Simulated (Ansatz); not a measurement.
Sb2PtN4

The calculation's input:

```
crystal:
  lattice:
    - [-1.9341983219, 1.9341983219, 5.9735548332]
    - [1.9341983219, -1.9341983219, 5.9735548332]
    - [1.9341983219, 1.9341983219, -5.9735548332]
  atoms:
    - { symbol: Sb, position: [0.6519199728, 0.6519199728, 0.0] }
    - { symbol: Sb, position: [0.3480800272, 0.3480800272, 0.0] }
    - { symbol: Pt, position: [0.0, 0.0, 0.0] }
    - { symbol: "N", position: [0.0, 0.5, 0.5] }
    - { symbol: "N", position: [0.5, 0.0, 0.5] }
    - { symbol: "N", position: [0.8270184132, 0.8270184132, 0.0] }
    - { symbol: "N", position: [0.1729815868, 0.1729815868, 0.0] }
kpoints:
  mp_grid: { grid: [8, 8, 8] }
hamiltonian:
  xc: r2scan
  dispersion: rvv10
scf:
  occupations: { method: fermi_dirac, width: 0.03 }
relax:
  f_tol: 0.01
  cell: {}
  max_steps: 120
output:
  write_density: true
  write_potential: true
  elf: true
  volumetric_format: npy
```

Command:

```sh
ansatz run input.yaml --threads 4 --pin off --max-ram 4608MiB --backend cpu --events-out ev --progress --plain --runs-dir out
```

Below, planes, directions and counts refer to the conventional cell (a = 3.92 Å, b = 3.92 Å, c = 11.65 Å, α = 90.00°, β = 90.00°, γ = 90.00°).

The fields are those of the run's last geometry, not of the input's.

Space group I4/mmm; a structure from a database of computed crystals, not necessarily the ambient phase; started from the K2MgH4-139 prototype, which need not be the ambient phase.

Computed with DFT, r2SCAN+rVV10, plane waves, PAW in Ansatz 0.2.0.

What can the converged valence pseudo-density and electron localisation function tell about the bonding?

Pt–N (1.96 Å): the density is about 1 e/Å³ at the midpoint; the ELF peaks at about 0.80 in the valence shell of N, 0.6 Å from its nucleus, and is about 0.25 at the midpoint.
Sb–N (2.03 Å): the density is about 0.76 e/Å³ at the midpoint; the ELF peaks at about 0.75 in the valence shell of N, 0.6 Å from its nucleus, and is about 0.35 at the midpoint.
Pt–N (2.05 Å): the density is about 0.89 e/Å³ at the midpoint; the ELF peaks at about 0.80 in the valence shell of N, 0.6 Å from its nucleus, and is about 0.25 at the midpoint.

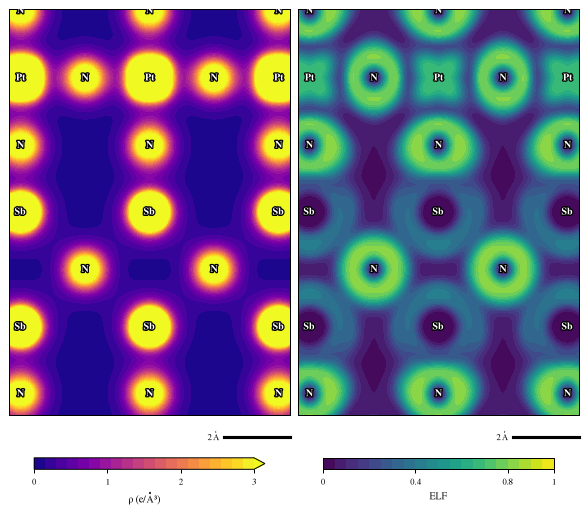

Computed valence pseudo-density and electron localisation function on the (010) plane of the conventional cell, in this order. 

In a PAW calculation such maps are meaningful between the atoms, not at the nuclei.
